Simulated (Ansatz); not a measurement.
# One shape, several levels: triplet C2H7NSi

We compute a comparison of 6 runs (UHF/STO-3G, UHF/3-21G, U-r2SCAN0/6-31G*, U-revPBE/6-31G*, UB3LYP/6-31G*, UCCSD/6-31G*) of triplet C2H7NSi. 

The results are computed with Ansatz 0.2.0.

63 further runs of the same task are left out: 63 set aside as unsound or not needed. Runs told in other sessions of the task aren't counted.

## 1. The system as given

The species is C2H7NSi (11 atoms), meant as a triplet with charge 0. As SMILES of the parent species, `C=N[SiH2]C`. The coordinates come from a PBE0-D4/def2-TZVP relaxation. That shape belongs to the parent species and isn't relaxed for this state.

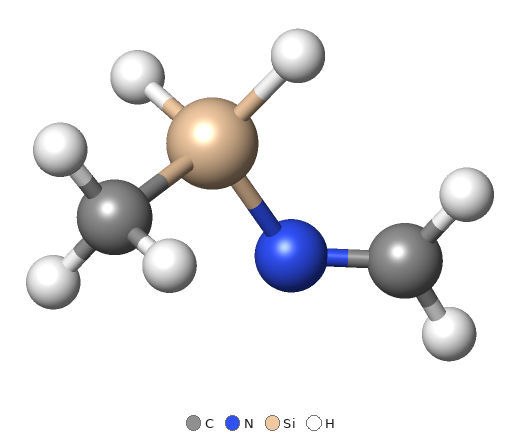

Viewed from a chosen angle; carbon grey, nitrogen blue, silicon light orange, hydrogen white.

## 2. The energy at UHF/STO-3G (run 1)

in.yaml reads:

```yaml
basis:
  gaussian: {orbitals: STO-3G}
crystal:
  periodic: [false, false, false]
  atoms:
    - {symbol: C, position_ang: [-0.763200, 2.027200, 0.389900]}
    - {symbol: N, position_ang: [-0.749500, 1.001600, -0.336400]}
    - {symbol: Si, position_ang: [-0.379200, -0.602800, 0.247400]}
    - {symbol: C, position_ang: [1.068600, -1.271000, -0.713200]}
    - {symbol: H, position_ang: [-0.997700, 3.009000, -0.039500]}
    - {symbol: H, position_ang: [-0.550300, 2.023600, 1.471900]}
    - {symbol: H, position_ang: [-0.075100, -0.581600, 1.713400]}
    - {symbol: H, position_ang: [-1.590400, -1.434700, 0.023400]}
    - {symbol: H, position_ang: [0.849500, -1.270200, -1.783000]}
    - {symbol: H, position_ang: [1.292800, -2.296000, -0.407900]}
    - {symbol: H, position_ang: [1.959900, -0.662200, -0.545500]}
magnetization: {spin_polarized: true, initial_magnetization: 2}
hamiltonian: {xc: hf}
accuracy: high
output: {orbitals: {seedname: orbitals}}
```

On the command line:

```sh
ansatz run in.yaml --threads 1 --pin off --max-ram 3480MiB --events-out events.jsonl --progress --plain --runs-dir runs
```

The log of the run:

```text
Warning: RAYON_NUM_THREADS=1 ignored (pool sized by the plan → 1); use --threads N
Functional definition: HF
  name "HF"
  exchange = exact_x
  correlation = 0
627 factors; integrals over basis functions are off by at most 3.1e-9 eV
mean field evaluation 1: about -11375.3145 eV, gradient 1.2e1 eV
mean field evaluation 2: about -11375.4571 eV, gradient 1.2e1 eV
mean field evaluation 4: about -11377.1482 eV, gradient 1.9e0 eV
mean field evaluation 8: about -11377.2516 eV, gradient 7.4e-4 eV
mean field evaluation 16: about -11376.6038 eV, gradient 3.2e0 eV
mean field evaluation 32: about -11376.1374 eV, gradient 3.1e-2 eV
mean field evaluation 64: about -11375.7871 eV, gradient 4.6e0 eV
mean field -11377.25023591 eV, -418.1062343927 hartree, gradient 8.0e-9 eV, S^2 2.007122; 0 other end points of the search recorded, 0 dependent functions left out
reference -11377.25023591 eV, -418.1062343927 hartree; 21, 19 occupied and 10, 12 virtual orbitals, 627 factors
Total energy: -11377.25023591 eV, -418.1062343927 hartree
```

Run time: 0.67 s. Hardware: 1 thread of Arm Neoverse V1, shared host.

## 3. A single-point energy at UHF/3-21G (run 2)

in.yaml: that of step 2 with these lines changed.

```diff
@@ -1,3 +1 @@
-basis:
-  gaussian: {orbitals: STO-3G}
 crystal:
@@ -16,2 +14,4 @@
     - {symbol: H, position_ang: [1.959900, -0.662200, -0.545500]}
+basis:
+  gaussian: {orbitals: 3-21G.json}
 magnetization: {spin_polarized: true, initial_magnetization: 2}
```

The basis set 3-21G is read from a file made from the Basis Set Exchange's data (not shown).

On the command line:

```sh
ansatz run in.yaml --threads 1 --pin off --max-ram 3480MiB --events-out events.jsonl --progress --plain --runs-dir runs
```

The log of the run:

```text
Warning: RAYON_NUM_THREADS=1 ignored (pool sized by the plan → 1); use --threads N
[... 4 set-up lines as earlier in the session ...]
1327 factors; integrals over basis functions are off by at most 7.9e-9 eV
mean field evaluation 1: about -11447.5998 eV, gradient 1.8e1 eV
mean field evaluation 2: about -11447.9986 eV, gradient 1.8e1 eV
mean field evaluation 4: about -11450.3757 eV, gradient 2.9e0 eV
mean field evaluation 8: about -11450.5604 eV, gradient 3.0e-1 eV
mean field evaluation 16: about -11450.5630 eV, gradient 1.6e-8 eV
mean field evaluation 32: about -11449.3275 eV, gradient 5.8e-1 eV
mean field evaluation 64: about -11449.1466 eV, gradient 2.3e0 eV
mean field -11450.56303961 eV, -420.8004302352 hartree, gradient 2.6e-8 eV, S^2 2.015050; 0 other end points of the search recorded, 0 dependent functions left out
reference -11450.56303961 eV, -420.8004302352 hartree; 21, 19 occupied and 33, 35 virtual orbitals, 1327 factors
Total energy: -11450.56303961 eV, -420.8004302352 hartree
```

Wall time 2 s (1 thread of Arm Neoverse V1, shared host); peak memory 0.15 GiB.

Runs 3 to 5 aren't shown in full; the table further down has their settings and results.

## 4. A single-point energy at UCCSD/6-31G(d) (spherical functions) (run 6)

in.yaml reads:

```yaml
crystal:
  periodic: [false, false, false]
  atoms:
    - symbol: C
      position_ang: [-0.763200, 2.027200, 0.389900]
    - symbol: "N"
      position_ang: [-0.749500, 1.001600, -0.336400]
    - symbol: Si
      position_ang: [-0.379200, -0.602800, 0.247400]
    - symbol: C
      position_ang: [1.068600, -1.271000, -0.713200]
    - symbol: H
      position_ang: [-0.997700, 3.009000, -0.039500]
    - symbol: H
      position_ang: [-0.550300, 2.023600, 1.471900]
    - symbol: H
      position_ang: [-0.075100, -0.581600, 1.713400]
    - symbol: H
      position_ang: [-1.590400, -1.434700, 0.023400]
    - symbol: H
      position_ang: [0.849500, -1.270200, -1.783000]
    - symbol: H
      position_ang: [1.292800, -2.296000, -0.407900]
    - symbol: H
      position_ang: [1.959900, -0.662200, -0.545500]
basis:
  gaussian: {orbitals: 6-31G_st_-spherical.json}
magnetization: {spin_polarized: true, initial_magnetization: 2}
correlation: {method: ccsd, frozen_orbitals: {C: 1, H: 0, "N": 1, Si: 5}}
accuracy: high
scf: {omitted_lower_state_checks: [cluster_reference, increment]}
```

The basis set 6-31G* is read from a file made from the Basis Set Exchange's data (not shown).

On the command line:

```sh
ansatz run in.yaml --threads 1 --pin off --max-ram 3480MiB --events-out events.jsonl --progress --plain --runs-dir runs
```

The log of the run:

```text
Warning: RAYON_NUM_THREADS=1 ignored (pool sized by the plan → 1); use --threads N
[... 13 lines left out ...]
8 core orbitals not correlated: weight in the atoms' cores, before any rotation towards them, 1.000 or more for the frozen orbitals, at most 0.000 for the correlated occupied ones
[... 31 lines left out ...]
Total energy: -11525.79540783 eV, -423.5651687731 hartree
Checks for a lower state left out: cluster_reference, increment
```

Run time: 42 s. Hardware: 1 thread of Arm Neoverse V1, shared host; peak memory 0.62 GiB.

## 5. All runs side by side

| run | level | frozen core orbitals | energy (Eh) | HOMO energy (eV) | ⟨S²⟩ | wall time |
| --- | --- | --- | --- | --- | --- | --- |
| 1 | UHF/STO-3G | – | -418.106234 | -4.40 | 2.007 | 0.67 s |
| 2 | UHF/3-21G | – | -420.800430 | -6.61 | 2.015 | 2 s |
| 3 | U-r2SCAN0/6-31G* (spherical functions) | – | -424.382646 | -3.43 | 2.010 | 33 s |
| 4 | U-revPBE/6-31G* (spherical functions) | – | -424.399581 | -1.70 | 2.004 | 11 s |
| 5 | UB3LYP/6-31G* (spherical functions) | – | -424.527626 | -2.79 | 2.005 | 15 s |
| 6 | UCCSD/6-31G* (spherical functions) | 8 | -423.565169 | – | 2.018 | 42 s |

## 6. Results

```
                                          quantity          value
                               run 6: total energy  -423.56517 Eh
run 6: correlation energy (8 core orbitals frozen)     -505.9 mEh
          run 6: ⟨S²⟩ of the reference determinant          2.018
                              run 6: T1 diagnostic          0.020
```

What this shows: Totals of different functionals can't be ranked against each other. In run 1 the basis is minimal, so the values are rough. All runs together took 1.7 min, the longest 42 s.
